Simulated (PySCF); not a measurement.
# SiH3F (SMILES F[SiH3]) at 6 levels

Aim: a comparison of 6 runs (B2PLYP/def2-TZVPP, B3LYP/def2-TZVPP, TPSS/def2-TZVPP, r2SCAN/def2-TZVPP, revPBE/def2-TZVPP, SCS-MP2/def2-TZVPP) of SiH3F. 

The calculation is run with PySCF 2.14.0.

1 further run of the same task is left out (set aside as unsound or not needed).

## 1. The system as given

SiH3F has 5 atoms, charge 0, and is taken as a singlet. As SMILES, `F[SiH3]`. Geometry: relaxed at PBE0-D4/def2-TZVP.

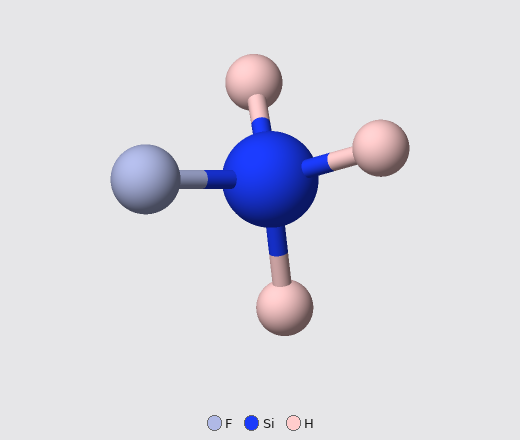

Viewed from a chosen angle; fluorine light blue, silicon blue, hydrogen pink.

## 2. The energy at B2PLYP/def2-TZVPP (run 1)

Input file start.xyz:

```xyz
5

F     -1.274600     0.162800     0.858000
Si     0.043300    -0.019300    -0.030700
H     -0.367800    -0.192600    -1.443700
H      0.768600    -1.217900     0.451600
H      0.880500     1.193400     0.123400
```

Input file calc.py:

```python
from pyscf import gto, dft, mp

mol = gto.M(
    atom='start.xyz',
    verbose=4,
    max_memory=1860,
    basis='def2-tzvpp',
    charge=0,
)

mf = dft.RKS(mol, xc='0.53*HF + 0.47*B88, 0.73*LYP')
mf.conv_tol = 1e-10
mf.grids.level = 5
mf.kernel()
if not mf.converged:
    mf = mf.newton().run(mf.mo_coeff, mf.mo_occ)

pt = mp.MP2(mf, frozen=6).run()
e_final = mf.e_tot + 0.27 * pt.e_corr
print('PT2 part  %.8f' % (0.27 * pt.e_corr))
print(f'total energy: {e_final:.8f} hartree')
```

Launch:

```sh
$ OMP_NUM_THREADS=1 python calc.py
```

Standard output:

```text
PySCF version 2.14.0

[INPUT] num. atoms = 5
[INPUT] num. electrons = 26
[INPUT] charge = 0
[INPUT] spin (= nelec alpha-beta = 2S) = 0
[INPUT] symmetry False subgroup None
[INPUT] Mole.unit = angstrom
[INPUT] Symbol           X                Y                Z      unit          X                Y                Z       unit  Magmom
[INPUT]  1 F     -1.274600000000   0.162800000000   0.858000000000 AA   -2.408644918371   0.307647413079   1.621385014877 Bohr   0.0
[INPUT]  2 Si     0.043300000000  -0.019300000000  -0.030700000000 AA    0.081825141194  -0.036471714204  -0.058014592024 Bohr   0.0
[INPUT]  3 H     -0.367800000000  -0.192600000000  -1.443700000000 AA   -0.695041268615  -0.363961251591  -2.728197606035 Bohr   0.0
[INPUT]  4 H      0.768600000000  -1.217900000000   0.451600000000 AA    1.452443499341  -2.301497447108   0.853400317854 Bohr   0.0
[INPUT]  5 H      0.880500000000   1.193400000000   0.123400000000 AA    1.663903852680   2.255199157056   0.233192203771 Bohr   0.0

nuclear repulsion = 63.0428072540354
number of shells = 43
number of NR pGTOs = 157
number of NR cGTOs = 115
basis = def2-tzvpp
ecp = {}

******** <class 'pyscf.dft.rks.RKS'> ********
method = RKS
initial guess = minao
damping factor = 0
level_shift factor = 0
DIIS = <class 'pyscf.scf.diis.CDIIS'>
diis_start_cycle = 1
diis_space = 8
diis_damp = 0
SCF conv_tol = 1e-10
SCF conv_tol_grad = None
SCF max_cycles = 50
direct_scf = True
direct_scf_tol = 1e-13
XC library pyscf.dft.libxc version 7.0.0
    S. Lehtola, C. Steigemann, M. J.T. Oliveira, and M. A.L. Marques.,  SoftwareX 7, 1–5 (2018)
XC functionals = 0.53*HF + 0.47*B88, 0.73*LYP
    A. D. Becke.,  Phys. Rev. A 38, 3098 (1988)
    C. Lee, W. Yang, and R. G. Parr.,  Phys. Rev. B 37, 785 (1988)
    B. Miehlich, A. Savin, H. Stoll, and H. Preuss.,  Chem. Phys. Lett. 157, 200 (1989)
radial grids:
    Treutler-Ahlrichs [JCP 102, 346 (1995); DOI:10.1063/1.469408] (M4) radial grids

becke partition: Becke, JCP 88, 2547 (1988); DOI:10.1063/1.454033
pruning grids: <function nwchem_prune>
grids dens level: 5
symmetrized grids: False
atomic radii adjust function: <function treutler_atomic_radii_adjust>
small_rho_cutoff = 0
Set gradient conv threshold to 1e-05
Initial guess from minao.
tot grids = 158056
init E= -390.760326299744
  HOMO = -0.374581962376295  LUMO = -0.00948661972255138  gap/eV = 9.93475
cycle= 1 E= -390.902188373305  delta_E= -0.142  |g|= 0.507  |ddm|= 1.53
  HOMO = -0.385924056474646  LUMO = 0.0276799341562821  gap/eV = 11.25474
cycle= 2 E= -390.895524934481  delta_E= 0.00666  |g|= 0.598  |ddm|= 0.453
  HOMO = -0.413868824032366  LUMO = 0.0325051682834214  gap/eV = 12.14646
cycle= 3 E= -390.945717249278  delta_E= -0.0502  |g|= 0.023  |ddm|= 0.24
  HOMO = -0.408615967810347  LUMO = 0.0373986417981342  gap/eV = 12.13668
cycle= 4 E= -390.945837606983  delta_E= -0.00012  |g|= 0.00805  |ddm|= 0.0306
  HOMO = -0.409670413569809  LUMO = 0.0367200500004188  gap/eV = 12.14690
cycle= 5 E= -390.945848410464  delta_E= -1.08e-05  |g|= 0.00101  |ddm|= 0.00591
  HOMO = -0.409805443895716  LUMO = 0.0366193041395562  gap/eV = 12.14784
cycle= 6 E= -390.945848583814  delta_E= -1.73e-07  |g|= 0.000134  |ddm|= 0.000619
  HOMO = -0.409800499657533  LUMO = 0.036625175091288  gap/eV = 12.14786
cycle= 7 E= -390.94584858822  delta_E= -4.41e-09  |g|= 1.42e-05  |ddm|= 0.00012
  HOMO = -0.409801477340196  LUMO = 0.0366243644105282  gap/eV = 12.14787
cycle= 8 E= -390.94584858833  delta_E= -1.1e-10  |g|= 2.63e-06  |ddm|= 2.21e-05
  HOMO = -0.409801414987815  LUMO = 0.0366243250265086  gap/eV = 12.14786
cycle= 9 E= -390.945848588333  delta_E= -2.73e-12  |g|= 5.98e-07  |ddm|= 2.61e-06
  HOMO = -0.409801372812181  LUMO = 0.0366243526582863  gap/eV = 12.14786
Extra cycle  E= -390.945848588333  delta_E= -2.27e-13  |g|= 4.79e-07  |ddm|= 5.73e-07
converged SCF energy = -390.945848588333

******** <class 'pyscf.mp.mp2.RMP2'> ********
nocc = 7, nmo = 109
frozen orbitals 6
E(RMP2) = -391.401545961391  E_corr = -0.455697373058028
E(SCS-RMP2) = -391.405808105666  E_corr = -0.459959517333629
E_corr(same-spin) = -0.100243073464622
E_corr(oppo-spin) = -0.355454299593407
PT2 part  -0.12303829
total energy: -391.06888688 hartree
```

Wall time 25 s (1 thread of Intel Xeon at 2.70GHz, shared host); peak memory 0.6 GiB.

## 3. A single-point energy at B3LYP/def2-TZVPP (run 2)

Input file input.xyz:

```xyz
5
FH3Si
F     -1.274600     0.162800     0.858000
Si     0.043300    -0.019300    -0.030700
H     -0.367800    -0.192600    -1.443700
H      0.768600    -1.217900     0.451600
H      0.880500     1.193400     0.123400
```

Input file run.py:

```python
# F[SiH3]
from pyscf import gto, dft

mol = gto.Mole()
mol.atom = 'input.xyz'
mol.charge = 0
mol.verbose = 3
mol.basis = 'def2-tzvpp'
mol.spin = 0
mol.max_memory = 1860
mol.build()

calc0 = dft.RKS(mol, xc='b3lyp')
calc0.conv_tol = 1e-10
calc0.grids.level = 5
calc0.kernel()
if not calc0.converged:
    calc0 = calc0.newton().run(calc0.mo_coeff, calc0.mo_occ)

e_tot = calc0.e_tot
print('E = %.10f Eh' % e_tot)
```

Launch:

```sh
$ OMP_NUM_THREADS=1 python run.py
```

Standard output:

```text
converged SCF energy = -391.270466618408
E = -391.2704666184 Eh
```

Wall time 15 s (1 thread of Intel Xeon at 2.70GHz, shared host); peak memory 0.6 GiB.

Runs 3 to 4 aren't shown in full; the table further down has their settings and results.

## 4. The energy at revPBE/def2-TZVPP (run 5)

Input file calc.py:

```python
from pyscf import gto, dft

mol = gto.M(
    atom='''
F     -2.408645     0.307647     1.621385
Si     0.081825    -0.036472    -0.058015
H     -0.695041    -0.363961    -2.728198
H      1.452443    -2.301497     0.853400
H      1.663904     2.255199     0.233192
''',
    verbose=3,
    unit='bohr',
    max_memory=1860,
    basis='def2-tzvpp',
    spin=0,
)

calc0 = dft.RKS(mol)
calc0.xc = 'revpbe'
calc0.grids.level = 5
calc0.conv_tol = 1e-10
calc0.kernel()
if not calc0.converged:
    calc0 = calc0.newton().run(calc0.mo_coeff, calc0.mo_occ)

etot = calc0.e_tot
print('E(%s) = %.9f' % ('REVPBE', etot))
```

Launch:

```sh
$ OMP_NUM_THREADS=1 python calc.py
```

Standard output:

```text
converged SCF energy = -391.142797437846
E(REVPBE) = -391.142797438
```

It took 14 s on 1 thread of Intel Xeon at 2.70GHz, shared host; peak memory 0.6 GiB.

## 5. A single-point energy at SCS-MP2/def2-TZVPP (run 6)

Input file run.py:

```python
from pyscf import gto, mp

molecule = gto.Mole()
molecule.atom = '''
F       -1.274600       0.162800       0.858000
Si       0.043300      -0.019300      -0.030700
H       -0.367800      -0.192600      -1.443700
H        0.768600      -1.217900       0.451600
H        0.880500       1.193400       0.123400
'''
molecule.charge = 0
molecule.basis = 'def2-tzvpp'
molecule.spin = 0
molecule.verbose = 4
molecule.max_memory = 1860
molecule.build()

hf = molecule.RHF()
hf.conv_tol = 1e-10
hf.kernel()
if not hf.converged:
    hf = hf.newton().run(hf.mo_coeff, hf.mo_occ)

pt = mp.MP2(hf, frozen=6).run()
energy = hf.e_tot + 1.2 * pt.e_corr_os + pt.e_corr_ss / 3
print('E = %.10f Eh' % energy)
```

Launch:

```sh
$ OMP_NUM_THREADS=1 python run.py
```

Standard output:

```text
PySCF version 2.14.0

[INPUT] num. atoms = 5
[INPUT] num. electrons = 26
[INPUT] charge = 0
[INPUT] spin (= nelec alpha-beta = 2S) = 0
[INPUT] symmetry False subgroup None
[INPUT] Mole.unit = angstrom
[INPUT] Symbol           X                Y                Z      unit          X                Y                Z       unit  Magmom
[INPUT]  1 F     -1.274600000000   0.162800000000   0.858000000000 AA   -2.408644918371   0.307647413079   1.621385014877 Bohr   0.0
[INPUT]  2 Si     0.043300000000  -0.019300000000  -0.030700000000 AA    0.081825141194  -0.036471714204  -0.058014592024 Bohr   0.0
[INPUT]  3 H     -0.367800000000  -0.192600000000  -1.443700000000 AA   -0.695041268615  -0.363961251591  -2.728197606035 Bohr   0.0
[INPUT]  4 H      0.768600000000  -1.217900000000   0.451600000000 AA    1.452443499341  -2.301497447108   0.853400317854 Bohr   0.0
[INPUT]  5 H      0.880500000000   1.193400000000   0.123400000000 AA    1.663903852680   2.255199157056   0.233192203771 Bohr   0.0

nuclear repulsion = 63.0428072540354
number of shells = 43
number of NR pGTOs = 157
number of NR cGTOs = 115
basis = def2-tzvpp
ecp = {}

******** <class 'pyscf.scf.hf.RHF'> ********
method = RHF
initial guess = minao
damping factor = 0
level_shift factor = 0
DIIS = <class 'pyscf.scf.diis.CDIIS'>
diis_start_cycle = 1
diis_space = 8
diis_damp = 0
SCF conv_tol = 1e-10
SCF conv_tol_grad = None
SCF max_cycles = 50
direct_scf = True
direct_scf_tol = 1e-13
Set gradient conv threshold to 1e-05
[... 1 set-up line as earlier in the session ...]
init E= -389.946723284331
  HOMO = -0.38830313379658  LUMO = 0.0432230613152313  gap/eV = 11.74243
cycle= 1 E= -390.182281931153  delta_E= -0.236  |g|= 0.474  |ddm|=  1.5
  HOMO = -0.500637937165482  LUMO = 0.0898825307305957  gap/eV = 16.06888
cycle= 2 E= -390.219554457391  delta_E= -0.0373  |g|= 0.297  |ddm|= 0.36
  HOMO = -0.496701187755114  LUMO = 0.100729400401416  gap/eV = 16.25691
cycle= 3 E= -390.231619161911  delta_E= -0.0121  |g|= 0.0349  |ddm|= 0.126
  HOMO = -0.489507603249335  LUMO = 0.10763715861601  gap/eV = 16.24914
cycle= 4 E= -390.232091032422  delta_E= -0.000472  |g|= 0.00734  |ddm|= 0.0452
  HOMO = -0.490904000814569  LUMO = 0.107017193633343  gap/eV = 16.27026
cycle= 5 E= -390.232111477737  delta_E= -2.04e-05  |g|= 0.00135  |ddm|= 0.00808
  HOMO = -0.491131898589692  LUMO = 0.106883045375071  gap/eV = 16.27282
cycle= 6 E= -390.232112265106  delta_E= -7.87e-07  |g|= 0.000266  |ddm|= 0.0014
  HOMO = -0.491143461578685  LUMO = 0.106880333559136  gap/eV = 16.27306
cycle= 7 E= -390.232112316395  delta_E= -5.13e-08  |g|= 4.98e-05  |ddm|= 0.000434
  HOMO = -0.491140766041082  LUMO = 0.10688166242848  gap/eV = 16.27302
cycle= 8 E= -390.232112318066  delta_E= -1.67e-09  |g|= 6.95e-06  |ddm|= 9.2e-05
  HOMO = -0.491140617046867  LUMO = 0.106881309122448  gap/eV = 16.27301
cycle= 9 E= -390.232112318099  delta_E= -3.29e-11  |g|= 1.3e-06  |ddm|= 1.39e-05
  HOMO = -0.491140461310746  LUMO = 0.106881392127047  gap/eV = 16.27300
Extra cycle  E= -390.2321123181  delta_E= -1.82e-12  |g|= 3.64e-07  |ddm|= 1.6e-06
converged SCF energy = -390.2321123181

******** <class 'pyscf.mp.mp2.RMP2'> ********
nocc = 7, nmo = 109
frozen orbitals 6
E(RMP2) = -390.614676011541  E_corr = -0.382563693441127
E(SCS-RMP2) = -390.619238879703  E_corr = -0.387126561602369
E_corr(same-spin) = -0.0830190813772881
E_corr(oppo-spin) = -0.299544612063839
E = -390.6192388797 Eh
```

It took 5.4 s on 1 thread of Intel Xeon at 2.70GHz, shared host; peak memory 0.32 GiB.

## 6. The series

```csv
run,level,frozen core orbitals,integration grid,energy (Eh),dipole moment (D) of the reference,HOMO energy (eV),LUMO energy (eV),wall time
1,B2PLYP/def2-TZVPP,6,5,-391.068887,1.36,-11.15,1.00,25 s
2,B3LYP/def2-TZVPP,–,5,-391.270467,1.27,-9.58,-0.38,15 s
3,TPSS/def2-TZVPP,–,5,-391.277772,1.17,-8.56,-0.77,23 s
4,r2SCAN/def2-TZVPP,–,5,-391.171489,1.20,-8.69,-0.54,23 s
5,revPBE/def2-TZVPP,–,5,-391.142797,1.14,-8.28,-0.91,14 s
6,SCS-MP2/def2-TZVPP,6,–,-390.619239,1.44,-13.36,2.91,5.4 s
```

## 7. Outcome

| quantity | value |
| --- | --- |
| run 6: total energy | -390.61924 Eh |
| run 6: dipole moment (Hartree–Fock density) | 1.44 D |
| run 6: HOMO energy (Hartree–Fock orbitals) | -13.36 eV |
| run 6: LUMO energy (Hartree–Fock orbitals) | 2.91 eV |
| run 6: HOMO–LUMO gap (Hartree–Fock orbitals) | 16.27 eV |
| run 6: correlation energy (6 core orbitals frozen) | -387.1 mEh |

**Reading.** Over runs 1, 2, 3, 4, 5 the dipole moment (its size) runs from 1.14 D (revPBE/def2-TZVPP) to 1.36 D (B2PLYP/def2-TZVPP). A double hybrid's value is that of its SCF part. Over runs 1, 2, 3, 4, 5 the HOMO–LUMO gap runs from 7.36 eV (revPBE/def2-TZVPP) to 12.15 eV (B2PLYP/def2-TZVPP). Totals of different functionals can't be ranked against each other. All runs together took 1.7 min, the longest 25 s.
